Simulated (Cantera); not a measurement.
Feed: 1 mol C2H5OH, 0.24 mol NH3, 0.32 mol N2, held at 3.60 mbar.

Method: chemical equilibrium by Gibbs-energy minimisation in Cantera with the NASA 1993 tables (ideal gas, pure condensed phases). Candidate condensed phases: C, C6H6, C7H8, C8H18, H2O; 136 gas species. The numbers say what is thermodynamically allowed, not how fast it happens.

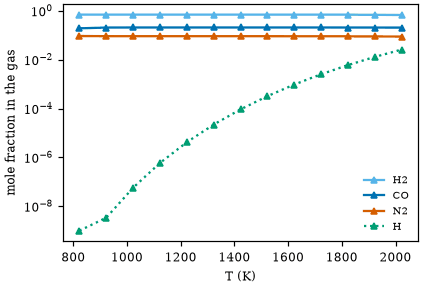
Fig. 1. Equilibrium gas composition (values under 1e-9 drawn at 1e-9)

Question: Read off the mole fractions at 1923 K.

Answer: H2 about 0.69, CO about 0.21, N2 about 0.090, H about 0.013.
